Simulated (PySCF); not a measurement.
C4H12AlN3 (SMILES C[N](C)[Al]1[NH]CC[NH]1)

Input

```
{"job": {"kind": "nmr", "xc": "PBE0", "basis": "pcSseg-1"}, "charge": 0, "multiplicity": 1}
C     -2.476031    -1.087973     0.583890
N     -1.692622     0.027566     0.097844
C     -2.501434     1.161746    -0.294230
Al     0.091364     0.001472    -0.006784
N      1.277597    -1.281783     0.336109
C      2.603106    -0.669907     0.290591
C      2.572777     0.594617    -0.591287
N      1.269876     1.246455    -0.488456
H     -3.061088    -0.807922     1.469610
H     -1.802642    -1.902249     0.852478
H     -3.175055    -1.447668    -0.181896
H     -1.845333     1.961723    -0.637584
H     -3.099516     1.535145     0.547119
H     -3.191435     0.898496    -1.106540
H      1.305198    -2.210508     0.729287
H      2.939147    -0.388031     1.297994
H      3.342168    -1.368451    -0.121455
H      2.783322     0.303804    -1.629515
H      3.374709     1.269540    -0.266565
H      1.280745     2.174607    -0.883647
```

Launched as:

```sh
OMP_NUM_THREADS=1 python probes_run.py task.json out
```

Geometry: GFN2-xTB.

Method: PBE0/pcSseg-1, SCF density, gas phase, non-relativistic in PySCF.

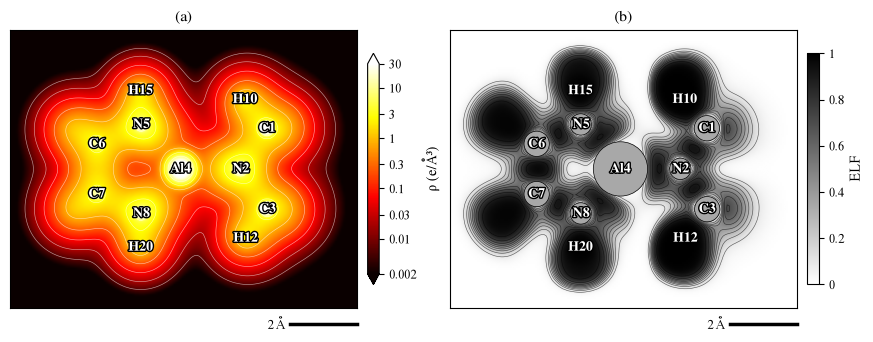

Figure 1. (a) total electron density; (b) electron localisation function on the plane of atoms C1, N2 and Al4. Grey discs cover the atomic cores in the ELF map.

Question: What do the fields say about this system?

Answer: The plane passes through C, N, Al and H nuclei. C–N (1.45 Å): ρ is about 1.9 e/Å³ halfway; the ELF peaks at about 0.90 between the atoms; a shared electron pair. C–C (1.54 Å): ρ is about 1.6 e/Å³ halfway; the ELF peaks at about 0.95 between the atoms; localised, covalent bonding. Al–N (1.78 Å): the density is about 0.82 e/Å³ at the midpoint; the ELF peaks at about 0.90 in the valence shell of N, 0.7 Å from its nucleus, and is about 0.65 at the midpoint. N–H (1.01 Å): ρ is about 2.8 e/Å³ halfway; the ELF climbs to about 1 towards the hydrogen, as it does in any bond to H; a covalent bond by its length. C–H (1.09 Å): ρ at the midpoint is about 2 e/Å³; the ELF climbs to about 1 towards the hydrogen; an ordinary covalent bond to hydrogen.

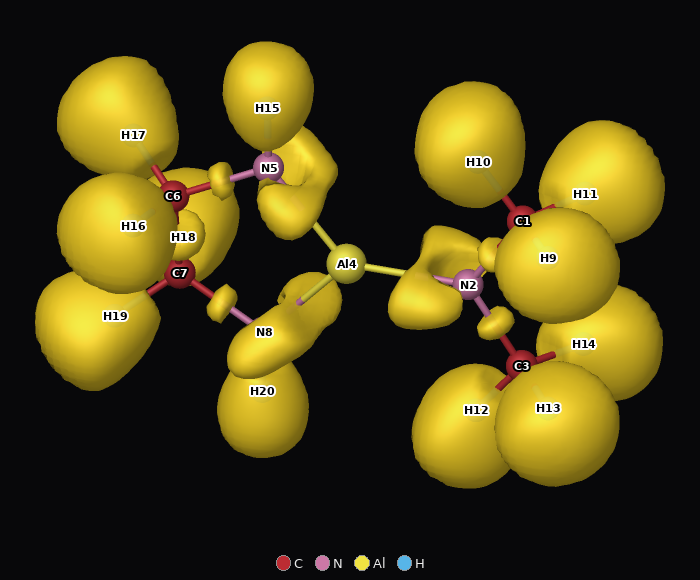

Figure 2. Isosurface of the electron localisation function at 0.85 (yellow), seen at a tilt. Only the valence region is drawn (cores and ρ < 0.01 e/Å³ removed).

Question: Where are the electrons localised?

Answer: The ELF exceeds this value in one region between bonded C–C atoms (shared pairs), four regions between bonded C–N atoms (shared pairs), twelve regions around hydrogen nuclei and three lobes of the valence shell of N pointing towards Al.

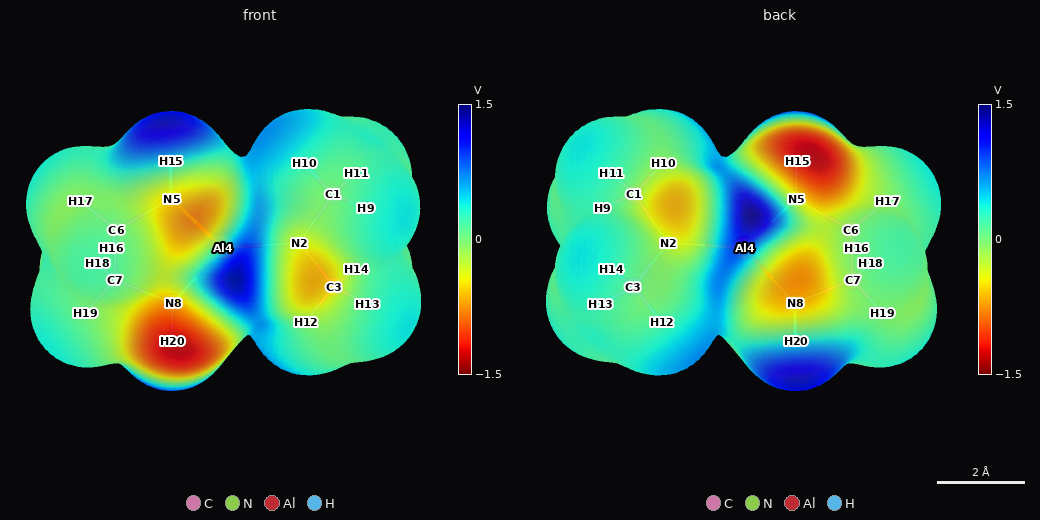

Figure 3. The molecular electrostatic potential painted on the density surface at 0.002 e/bohr³, seen from the front and from behind; the colour scale runs from red (negative) to blue (positive).

Question: Where is the surface potential most negative and most positive?

Answer: The most negative region (about −1.3 V) lies over N5 and N8, the most positive (about +1.3 V) over Al4, H15 and H20.

Question: How polar is the molecule by this calculation?

Answer: Its dipole moment is 0.33 D.
